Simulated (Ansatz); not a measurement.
# Amorphous Si2O: valence band and core levels, part 6 of 7

How wide do site differences make the core lines of amorphous Si2O?

Ansatz 0.2.0; DFT, PBEsol, plane-wave PAW, scalar-relativistic; PAW set soft_1.

So far. Step 5 (Dynamics at 300 K): Beyond half the shortest lattice vector, 4.1 Å, g(r) counts periodic images.

## (7) Valence states

The base run gives the projected DOS, from which the spectra are built.

input.yaml reads:

```yaml
crystal:
  lattice:
    - [8.1669974226, 0.0, 0.0]
    - [0.0, 8.1669974226, 0.0]
    - [0.0, 0.0, 8.1669974226]
  atoms:
    - { symbol: Si, position: [1.2135092379, 0.9765257863, 0.6856028153] }
    - { symbol: Si, position: [0.5213101368, 0.6712960436, 0.1295342574] }
    - { symbol: Si, position: [1.3263782493, 0.5400939228, 0.6168606193] }
    - { symbol: Si, position: [0.7354869517, 1.3502439042, 0.2211740865] }
    - { symbol: Si, position: [0.4309841216, 1.2830299526, 0.934471648] }
    - { symbol: Si, position: [-0.0328706795, 0.685686179, 0.2103117473] }
    - { symbol: Si, position: [0.5246082123, 0.8458446669, 0.3668722148] }
    - { symbol: Si, position: [0.9968424104, 0.4093705616, 0.1237939071] }
    - { symbol: Si, position: [0.6477533109, 0.4729693033, 0.9623738377] }
    - { symbol: Si, position: [0.2380358084, 1.2801967292, 0.7272083371] }
    - { symbol: Si, position: [1.1332958766, 0.5698353441, -0.1465495049] }
    - { symbol: Si, position: [1.054420722, -0.059121525, -0.059210699] }
    - { symbol: Si, position: [0.3344709984, 1.3586957579, 1.2015124022] }
    - { symbol: Si, position: [0.7598309363, 0.5899199788, 0.401742958] }
    - { symbol: Si, position: [0.2498874606, 0.7816208873, 0.4713857211] }
    - { symbol: Si, position: [0.5634228026, 1.1146903414, 0.2831460558] }
    - { symbol: Si, position: [0.3422838037, 0.7512366727, -0.1936286942] }
    - { symbol: Si, position: [0.8645770964, 0.4980391052, 0.7664942529] }
    - { symbol: Si, position: [0.4069982739, 1.0222645816, 1.0483991034] }
    - { symbol: Si, position: [0.9876555845, 1.2701067105, 0.8714388486] }
    - { symbol: O, position: [0.4558445674, 0.8190806704, -0.0190306293] }
    - { symbol: O, position: [0.8388754003, 0.5040889638, 0.566582491] }
    - { symbol: O, position: [1.1419003757, 0.3352561109, 0.2455771427] }
    - { symbol: O, position: [0.370544407, 0.5583733856, 0.2100735026] }
    - { symbol: O, position: [0.1098890803, 0.7625879772, 0.3290071095] }
    - { symbol: O, position: [-0.0870998736, 0.0846600363, -0.0876553685] }
    - { symbol: O, position: [0.9424088005, -0.1855050307, 0.056217493] }
    - { symbol: O, position: [0.4197080766, 0.2484028521, 0.3498215971] }
    - { symbol: O, position: [0.2054927627, 1.0002939609, 1.0675562167] }
    - { symbol: O, position: [0.6470674893, 0.7367890167, 0.4889701997] }
kpoints:
  mp_grid: { grid: [2, 2, 2] }
scf:
  occupations: { method: fermi_dirac, width: 0.03 }
  n_extra_bands: 27
hamiltonian:
  xc: pbesol
  pseudopotentials: { kind: paw, azcp: { folder: soft_1 }, xc_functional: pbe }
output:
  forces: true
  stress: true
  dos:
    projected:
      site_lists:
        Si: [0, 1, 2, 3, 4, 5, 6, 7, 8, 9, 10, 11, 12, 13, 14, 15, 16, 17, 18, 19]
        O: [20, 21, 22, 23, 24, 25, 26, 27, 28, 29]
    de: 0.05
    e_range: [-30, 12]
    method: { smearing: { sigma: 0.15, scheme: gaussian } }
  write_density: true
  write_potential: true
  elf: true
  volumetric_format: npy
```

Started as:

```sh
ansatz run input.yaml --threads 8 --pin off --max-ram 23552MiB --backend cpu --events-out ev --progress --plain --runs-dir out
```

Numbers of over 12 decimals in the logs are rounded to 6 here.

What it wrote:

```text
[...]
Crystal: 30 atoms, lattice volume = 544.737 Å³
Basis set: ecut = 420 eV, 10779 PW (Γ), exchange–correlation on 120×120×120 points (8 copies of the dense FFT grid, shifted against one another)
Bands: 97, of which v1, the nominal top of the filled ones, is band 70 counted from 1 (69 counted from 0)
Symmetry: 1 space group operations
[...]
k-points: 8
[...]
SCF iter   1: F=—  HF=-18056.686880 eV  |F-HF|=—  |Δ(HF+E_count)|=         —  Δρ=6.04e-2  dr2=6.73e1  ethr=3.10e-3  ⟨swp⟩=8.9  Hψ=4552  notcnv=0  defer=78
[...]
SCF iter  13: F=-18040.380781 eV  HF=-18040.380781 eV  |F-HF|=1.04e-7  |Δ(HF+E_count)|=   6.45e-7  Δρ=2.43e-6  dr2=7.33e-8  ethr=7.14e-11  ⟨swp⟩=23.8  Hψ=8327  notcnv=0
SCF 1 converged in 13 iterations: F = -18040.380781 eV  dr2 = 7.33e-8
[...]
SCF converged after 13 iterations
Free energy (F): -18040.380781 eV
[...]
Internal energy: -18040.380121 eV  (E = F + TS)
E sigma→0 (E₀):  -18040.380451 eV
Entropy (-TS):   -0.000660 eV (-0.022 meV/atom)
Fermi energy:    5.313345 eV
[...]
--- Forces (eV/Å), atoms counted from 1 ---
  atom   1  Si     0.00996719     0.00301698    -0.00512136
  atom   2  Si     0.00361492    -0.02235101     0.01168547
  atom   3  Si     0.02001841    -0.01198203    -0.00305584
  atom   4  Si    -0.02011456    -0.01742220    -0.00295850
  atom   5  Si     0.00804075    -0.00443901    -0.00492997
  atom   6  Si    -0.02650857     0.00822694     0.00212069
  atom   7  Si     0.00010433     0.01078725     0.00494344
  atom   8  Si    -0.01762977    -0.00829997     0.01244087
  atom   9  Si     0.01046893     0.00389352    -0.00436192
  atom  10  Si     0.00451238     0.00061019     0.00527226
  atom  11  Si     0.01074811     0.01227661    -0.01244551
  atom  12  Si    -0.03803925     0.01024777     0.02126598
  atom  13  Si    -0.00255794    -0.00763509    -0.00909271
  atom  14  Si    -0.01138556    -0.00161979     0.01371822
  atom  15  Si    -0.00413112     0.00091706    -0.00300088
  atom  16  Si     0.01491901     0.00463015     0.02099936
  atom  17  Si    -0.00223910    -0.00040120    -0.00199606
  atom  18  Si    -0.00345068    -0.00262810     0.01760288
  atom  19  Si    -0.00366718    -0.01688854    -0.02112976
  atom  20  Si    -0.00114229    -0.00035147     0.00256113
  atom  21  O     -0.00736013     0.02593024    -0.01792542
  atom  22  O      0.00192235     0.01005612    -0.00309497
  atom  23  O     -0.00674084     0.00443451    -0.01148385
  atom  24  O     -0.00842862     0.01825706     0.00737181
  atom  25  O      0.00575726     0.00236229     0.00807394
  atom  26  O      0.01038860    -0.00668933     0.00643843
  atom  27  O      0.04549432    -0.00386889    -0.01140255
  atom  28  O      0.00629773     0.00091980    -0.01625053
  atom  29  O     -0.01093522    -0.00357635     0.00196631
  atom  30  O      0.01218928    -0.00841974    -0.00837300
  max |Σ_I F_I| component: 1.62e-4 eV/Å
--- Stress (GPa, compression-positive) ---
        2.033948      -2.634603       1.313207
       -2.634602      -1.594008      -0.255782
        1.313208      -0.255782      -0.192484
  P = ⅓ Tr σ = 0.0825 GPa (0.825 kbar)
--- Band table (eV; the first three rows and the last of 8) ---
  k-point 0: bands = [... 66 lower, 3.8405, 4.0325, 4.4407, 4.7675, 5.5070, 6.0377, 6.2186, 6.4834, ... 23 higher]
  k-point 1: bands = [... 66 lower, 4.0048, 4.1222, 4.4956, 4.7374, 5.7492, 5.8447, 6.2628, 6.2777, ... 23 higher]
  k-point 2: bands = [... 66 lower, 4.0996, 4.2080, 4.4855, 5.1265, 5.7394, 6.0678, 6.2644, 6.3988, ... 23 higher]
  k-point 7: bands = [... 66 lower, 3.9777, 4.1633, 4.5745, 4.9692, 5.7882, 6.0625, 6.1731, 6.3837, ... 23 higher]
```

Elapsed: 6.9 s, on 8 threads of Arm Neoverse V2, shared host; peak memory 2.1 GiB; 52 s of CPU time.

This step gave:

```
pressure                                       : 0.08249 GPa
gap on the k-mesh                              : 0.3205 eV
zero of energy                                 : valence-band maximum
share of occupied states in no projected shell : 0.0152 of the occupied states in the window
```

The DOS has structure finer than the step of the table below, so its rows give means over 2 eV, whole bins alone (the curve runs from -24.3 to 4.39 eV). Peaks (eV: height): total -20.4: 25.4, -4.7: 20.0, 2.1: 15.5, 3.9: 14.8; O 2p -11.1: 3.86, -9.9: 3.86, -4.7: 14.1; Si 3p -2.4: 8.10, -1.1: 7.96, 2.1: 9.18, 3.9: 8.38; Si 3s -11.9: 3.63, -11.1: 4.46, -9.9: 3.07, -9.0: 3.43; O 2s -22.4: 4.81, -21.3: 8.67, -20.4: 19.4.

Table of DOS by E, zero at the valence-band maximum; means over each step; values in states/eV/cell:

| E (eV) | total | O 2p | Si 3p | Si 3s | O 2s |
| --- | --- | --- | --- | --- | --- |
| -22 | 3.87 | 0.0490 | 0.524 | 0.595 | 2.67 |
| -20 | 6.13 | 0.0788 | 1.02 | 0.366 | 4.62 |
| -18 | 0 | 0 | 0 | 0 | 0 |
| -16 | 0 | 0 | 0 | 0 | 0 |
| -14 | 0 | 0 | 0 | 0 | 0 |
| -12 | 3.70 | 0.969 | 0.661 | 1.97 | 0.0620 |
| -10 | 7.23 | 2.80 | 1.55 | 2.66 | 0.160 |
| -8 | 8.82 | 3.87 | 2.72 | 1.97 | 0.171 |
| -6 | 14.0 | 7.80 | 4.19 | 1.52 | 0.275 |
| -4 | 13.6 | 7.65 | 4.00 | 1.55 | 0.143 |
| -2 | 10.1 | 1.77 | 6.95 | 0.964 | 0.0773 |
| 0 | 4.83 | 0.413 | 3.23 | 0.756 | 0.0937 |
| 2 | 11.4 | 0.668 | 6.62 | 2.01 | 0.363 |

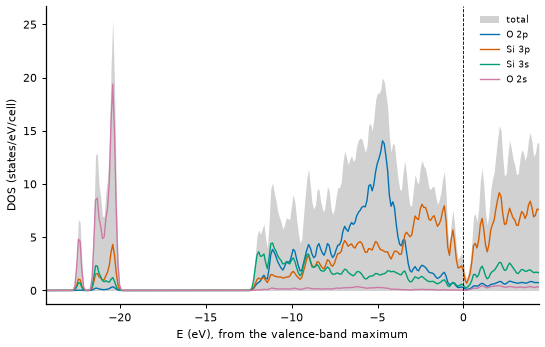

DOS against E.

Sums over each group's atoms; a table of it gives point samples, which can step over narrow peaks. Table of DOS of the group by E, zero at the valence-band maximum; values in states/eV:

| E (eV) | O: O 2p | Si: Si 3p | Si: Si 3s | O: O 2s |
| --- | --- | --- | --- | --- |
| -20 | 0.0177 | 0.230 | 0.0475 | 1.04 |
| -15 | 0 | 0 | 0 | 0 |
| -10 | 3.20 | 1.56 | 2.74 | 0.161 |
| -5 | 11.9 | 4.34 | 1.55 | 0.277 |
| 0 | 0.244 | 1.72 | 0.460 | 0.0304 |

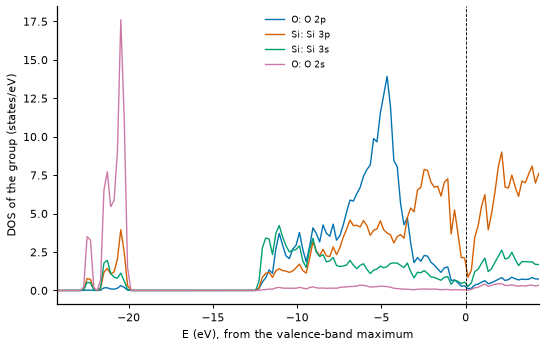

DOS of the group, plotted against E.

Simulated valence spectra by photon energy, shown to 13 eV, since a deeper line would dwarf them at some energies; the 100 % can be that line's tail at the edge; this run's widths, added to any smearing of the DOS itself: Gaussian 0.2 eV, Lorentzian 0.2 eV plus 0.05 an eV of depth. Intensity against binding energy, zero at the valence-band maximum; values in % of the maximum within 13 eV:

| binding energy (eV) | 21.2 eV | 60 eV | 1486.7 eV | 8047.8 eV | 9251.7 eV |
| --- | --- | --- | --- | --- | --- |
| 0 | 4.41 | 6.07 | 20.2 | 15.6 | 15.5 |
| 2 | 21.5 | 26.7 | 57.8 | 37.9 | 37.4 |
| 4 | 65.4 | 66.8 | 79.4 | 61.3 | 60.9 |
| 6 | 66.8 | 69.0 | 85.0 | 62.9 | 62.3 |
| 8 | 36.1 | 38.9 | 80.4 | 71.1 | 70.8 |
| 10 | 26.2 | 29.7 | 89.5 | 86.5 | 86.4 |
| 12 | - | 11.9 | 64.3 | 65.8 | 65.8 |

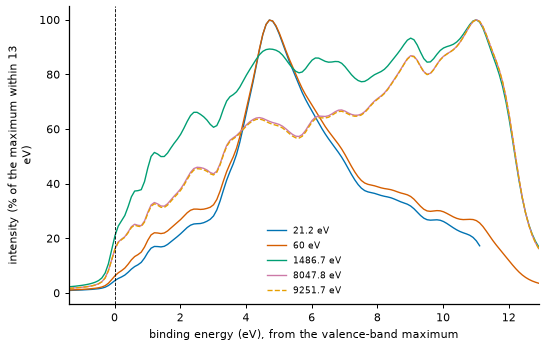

Intensity against binding energy.

Maxima picked by a test of local sharpness, so broad peaks and shoulders can be missing; peaks within 0.45 eV of a curve's cut are left out. Valence peaks, by row:

| photon energy (eV) | binding energy (eV) | height (% of the maximum within 13 eV) | main shell | its share (%) |
| --- | --- | --- | --- | --- |
| 21.2 | 4.738 | 100 | O 2p | 97.16 |
| 60 | 20.59 | 28.01 | O 2s | 88.14 |
| 60 | 4.738 | 100 | O 2p | 91.75 |
| 1487 | 20.59 | 292.2 | O 2s | 92.78 |
| 1487 | 10.99 | 100 | Si 3s | 83.73 |
| 1487 | 9.038 | 93.29 | Si 3s | 75.73 |
| 1487 | 6.138 | 86.07 | Si 3s | 53.52 |
| 1487 | 4.738 | 89.27 | Si 3s | 50.99 |
| 1487 | 2.438 | 66.24 | Si 3s | 51.98 |
| 1487 | 1.238 | 51.44 | Si 3s | 47.45 |
| 8048 | 20.64 | 198.3 | O 2s | 89.75 |
| 8048 | 11.04 | 100 | Si 3s | 93.59 |
| 8048 | 9.038 | 86.94 | Si 3s | 90.74 |
| 8048 | 6.888 | 67.01 | Si 3s | 83.37 |
| 8048 | 4.388 | 64.19 | Si 3s | 84.58 |
| 8048 | 2.538 | 46.01 | Si 3s | 84.43 |
| 8048 | 1.188 | 33.09 | Si 3s | 82.46 |
| 8048 | 0.638 | 25.15 | Si 3s | 83.01 |
| 9252 | 20.64 | 192.8 | O 2s | 89.47 |
| 9252 | 11.04 | 100 | Si 3s | 93.9 |
| 9252 | 9.038 | 86.76 | Si 3s | 91.23 |
| 9252 | 6.888 | 66.53 | Si 3s | 84.26 |
| 9252 | 4.388 | 63.66 | Si 3s | 85.56 |
| 9252 | 2.538 | 45.48 | Si 3s | 85.7 |
| 9252 | 1.188 | 32.6 | Si 3s | 83.97 |
| 9252 | 0.638 | 24.82 | Si 3s | 84.41 |

The intensity has structure finer than the step of the table below, so its rows give means over 2 eV, whole bins alone (the curve runs from -24.3 to 1.39 eV). Peaks (eV: height): Si K-beta -20.6: 15.3, -2.2: 100.0; Si K-beta, E along x -20.5: 17.8, -2.1: 102; Si K-beta, E along y -20.6: 15.0, -2.6: 91.6; Si K-beta, E along z -2.1: 110; Si L2,3 -21.1: 24.8, -11.0: 99.9.

Shapes are the site's partial DOS without matrix elements, which overweights lines from ligand s bands. Table of intensity by emission energy less the core level's binding energy, zero at the valence-band maximum; means over each step; 7 of 9 lines; values in % of the unpolarised maximum:

| emission energy less the core level's binding energy (eV) | Si K-beta | Si K-beta, E along x | Si K-beta, E along y | Si K-beta, E along z | Si L2,3 | O K | O K, E along x |
| --- | --- | --- | --- | --- | --- | --- | --- |
| -22 | 8.05 | 7.84 | 8.11 | 8.22 | 14.8 | 0.567 | 0.600 |
| -20 | 10.7 | 12.4 | 10.5 | 9.11 | 12.6 | 0.771 | 0.796 |
| -18 | 2.30 | 2.52 | 2.32 | 2.08 | 2.09 | 0.396 | 0.402 |
| -16 | 1.51 | 1.48 | 1.55 | 1.49 | 1.84 | 0.566 | 0.568 |
| -14 | 2.43 | 2.18 | 2.55 | 2.54 | 4.74 | 1.25 | 1.24 |
| -12 | 11.1 | 9.31 | 11.8 | 12.3 | 59.7 | 9.66 | 9.35 |
| -10 | 24.3 | 21.1 | 25.8 | 25.9 | 85.4 | 25.1 | 25.3 |
| -8 | 41.4 | 38.3 | 43.5 | 42.5 | 66.9 | 36.3 | 37.7 |
| -6 | 59.2 | 57.7 | 66.7 | 53.3 | 51.9 | 69.0 | 72.0 |
| -4 | 64.4 | 61.4 | 68.2 | 63.5 | 52.4 | 66.5 | 64.4 |
| -2 | 93.8 | 95.8 | 85.3 | 100 | 33.2 | 18.5 | 16.1 |
| 0 | 35.0 | 38.3 | 30.0 | 36.6 | 11.7 | 4.18 | 3.89 |

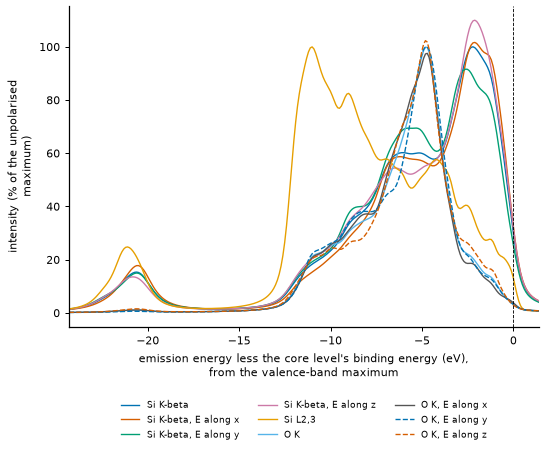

Intensity against emission energy less the core level's binding energy.

Shapes are the site's partial DOS without matrix elements, which overweights lines from ligand s bands. Emission peaks, by row:

| line | energy (eV) | height (%) |
| --- | --- | --- |
| Si K-beta | -20.64 | 15.32 |
| Si K-beta | -6.038 | 60.21 |
| Si K-beta | -2.238 | 100 |
| Si K-beta, E along x | -20.54 | 17.79 |
| Si K-beta, E along x | -6.238 | 58.7 |
| Si K-beta, E along x | -2.138 | 101.7 |
| Si K-beta, E along y | -20.59 | 14.96 |
| Si K-beta, E along y | -2.588 | 91.62 |
| Si K-beta, E along z | -20.84 | 13.52 |
| Si K-beta, E along z | -6.488 | 54.46 |
| Si K-beta, E along z | -2.138 | 110 |
| Si L2,3 | -21.14 | 24.78 |
| Si L2,3 | -11.04 | 100 |
| Si L2,3 | -9.038 | 82.54 |
| Si L2,3 | -6.988 | 57.83 |
| Si L2,3 | -4.238 | 57.66 |
| Si L2,3 | -2.588 | 40.49 |
| Si L2,3 | -1.288 | 27.71 |
| O K | -4.788 | 100 |
| O K, E along x | -4.738 | 97.67 |
| O K, E along y | -4.788 | 100 |
| O K, E along z | -9.838 | 24.42 |
| O K, E along z | -4.788 | 102.4 |

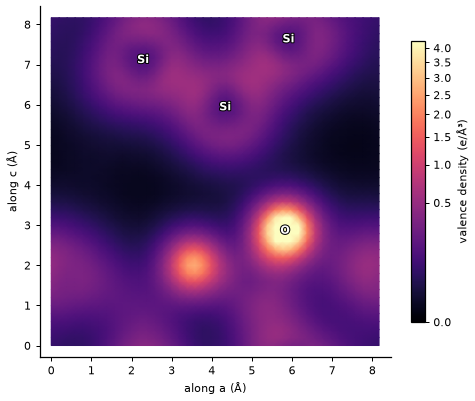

Valence density in the ac plane at fractional y = 0.270, with atoms of Si and O within 0.2 Å of it. It is the smooth field of the valence electrons, not physical close to the nuclei. The map starts off the cell's origin, so that atoms lie inside it. The colour scale is stretched toward low values.

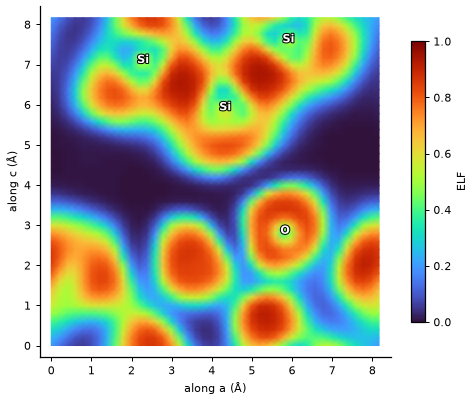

ELF in the ac plane at fractional y = 0.270, with atoms of Si and O within 0.2 Å of it. It is the smooth field of the valence electrons, not physical close to the nuclei. The map starts off the cell's origin, so that atoms lie inside it.

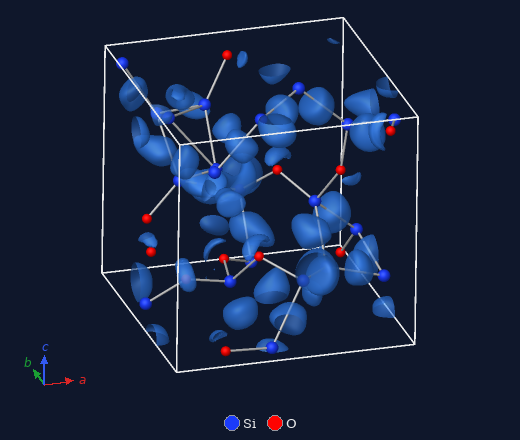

Surface of ELF = 0.85. Bonds to atoms that aren't drawn are left out.

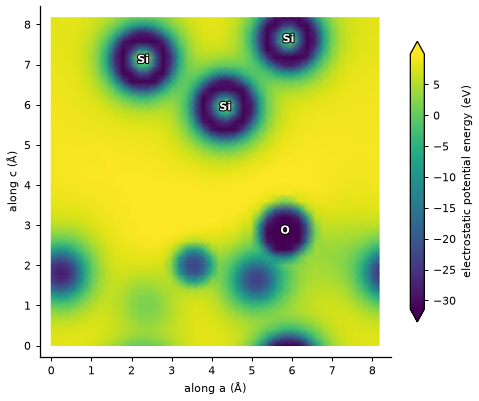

Electrostatic potential energy in the ac plane at fractional y = 0.270, with atoms of Si and O within 0.2 Å of it. With pseudopotentials it is smooth inside the atoms' cores, unlike the true potential. The map starts off the cell's origin, so that atoms lie inside it.

The spectra weight each projected shell by its atomic cross section (Dirac–Hartree–Slater) and angular factor, for linear light with the analyser at 0° from the polarisation. Broadening, on top of any smearing of the DOS itself: a Gaussian of 0.2 eV and a Lorentzian of 0.2 eV plus 0.05 times the binding energy (full widths), Fermi edge at 300 K. Curves are cut 10 eV under the photon energy, above any shell that the free atom's threshold puts out of reach, or at the lower edge of the window: 11.2 eV at 21.2 eV, 24.3 eV at 60 eV, 24.3 eV at 1486.7 eV, 24.3 eV at 8047.8 eV and 24.3 eV at 9251.7 eV. Dipole terms alone, which is rough above 3 keV; no background, satellites or final-state effects.

How the area divides among the shells (%):

| shell | 21.2 eV | 60 eV | 1486.7 eV | 8047.8 eV | 9251.7 eV |
| --- | --- | --- | --- | --- | --- |
| O 2s | 0.0 | 12.7 | 47.0 | 40.3 | 39.6 |
| O 2p | 93.0 | 71.3 | 5.0 | 0.6 | 0.5 |
| Si 3s | 2.8 | 6.8 | 39.4 | 57.4 | 58.4 |
| Si 3p | 4.2 | 9.3 | 8.6 | 1.7 | 1.5 |

The largest force component on a free atom is 0.045 eV/Å, a little over the usual target of 0.03 eV/Å.

(Continued in part 7 of 7.)

[Logs are printed without paths, hosts, clocks, repeated set-up lines and the standing remarks that a program may print on its own settings, such as how far it seeks lower states.]

[Hosts, paths, dates, database ids (printed as entryN), source tags and the programs' standing remarks are cut or masked in the printed files.]

[Maps of the electrostatic potential energy from Ansatz leave out the sawtooth potential of an applied field or a dipole correction, so their vacuum need not be flat; work functions include it.]
